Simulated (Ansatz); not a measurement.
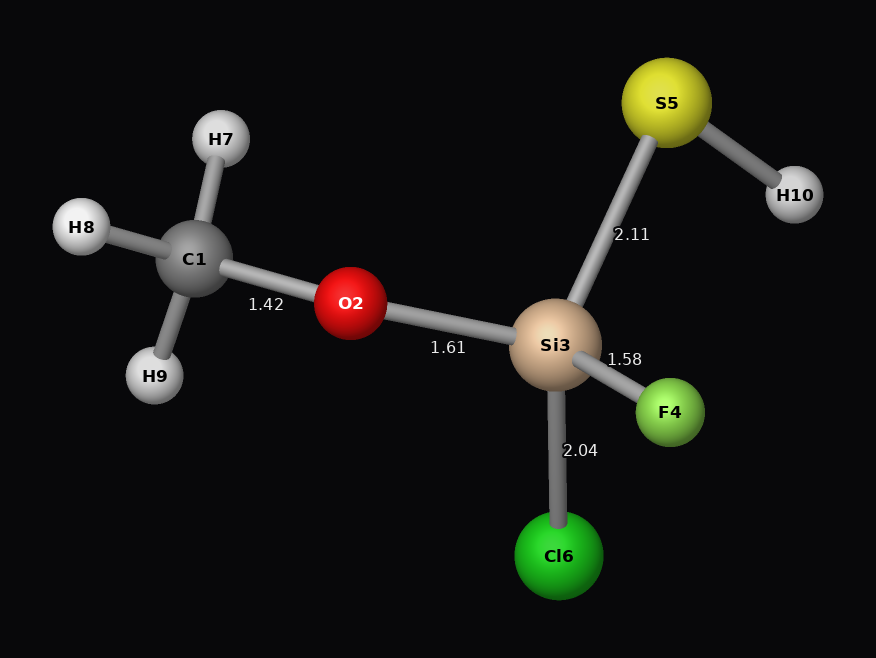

The numbers beside the sticks are distances in Å. Sticks don't show bond order. The computed structure is the end point of a PBE0-D4/def2-TZVP optimisation. No frequency run is at hand to confirm it as a minimum.

**Assign a bond order to each marked bond.**

C1–O2 single; O2–Si3 single; Si3–F4 single; Si3–S5 single; Si3–Cl6 single.

**Give the structure as SMILES.**

CO[Si@](F)(S)Cl
